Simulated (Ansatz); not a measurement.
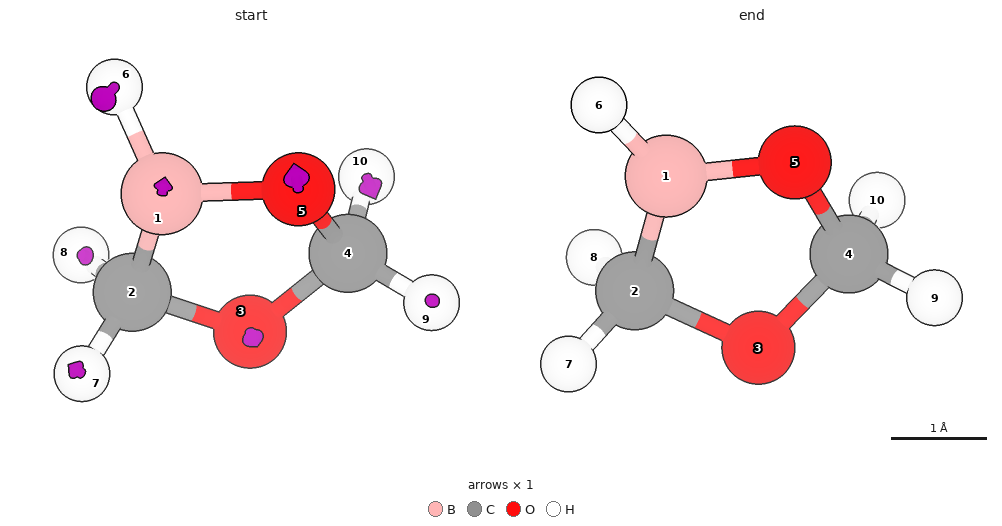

The structure of C2H5BO2 (coarse preliminary run) before (left) and after (right) a relaxation, at one scale. The purple arrows give the displacements, at their true length.

A ball-and-stick model, seen at a tilt.

The start comes from a force field.

Method: RKS PBE-D4/def2-SVP (Ansatz).

The input:
```yaml
crystal:
  periodic: [false, false, false]
  atoms:
    - {symbol: B, position_ang: [-0.968000, 0.074400, 0.687600]}
    - {symbol: C, position_ang: [-0.199800, -1.099100, 0.176900]}
    - {symbol: O, position_ang: [0.963100, -0.546600, -0.324200]}
    - {symbol: C, position_ang: [0.889700, 0.867700, -0.344400]}
    - {symbol: O, position_ang: [-0.144100, 1.262800, 0.582400]}
    - {symbol: H, position_ang: [-2.113500, 0.243000, 0.246600]}
    - {symbol: H, position_ang: [0.046100, -1.785300, 1.022600]}
    - {symbol: H, position_ang: [-0.693600, -1.611400, -0.642900]}
    - {symbol: H, position_ang: [1.786800, 1.363900, -0.060700]}
    - {symbol: H, position_ang: [0.516500, 1.179400, -1.340800]}
basis:
  gaussian: {orbitals: def2-SVP}
hamiltonian: {xc: pbe, dispersion: d4}
relax: {f_tol: 0.03, max_steps: 200}
```

Command:
```bash
ansatz run in.yaml --threads 2 --pin off --events-out ev --progress --plain --max-ram 4352MiB
```

Q: Summarise the run.

A: Over 7 geometry steps the energy falls by 32.5 kcal/mol. Largest force component: 4 eV/Å at the start, 0.02 eV/Å at the end. The atom that moves furthest after the best rigid fit is H6 (0.73 Å). By element the largest moves are H 0.73 Å, O 0.41 Å, B 0.22 Å, C 0.06 Å. Near-neighbour distances that change, for instance: B1–C2 1.493 → 1.585 Å, B1–O5 1.450 → 1.361 Å, C2–O3 1.382 → 1.443 Å, C4–H9 1.064 → 1.111 Å. Among the angles between lasting bonds that change: C2–B1–H6 117.5° → 132.2°, O5–B1–H6 112.8° → 120.4°, B1–C2–H7 109.7° → 116.4°. Cost: 10 s on 2 threads of Intel Xeon Platinum 8488C, on a shared host.
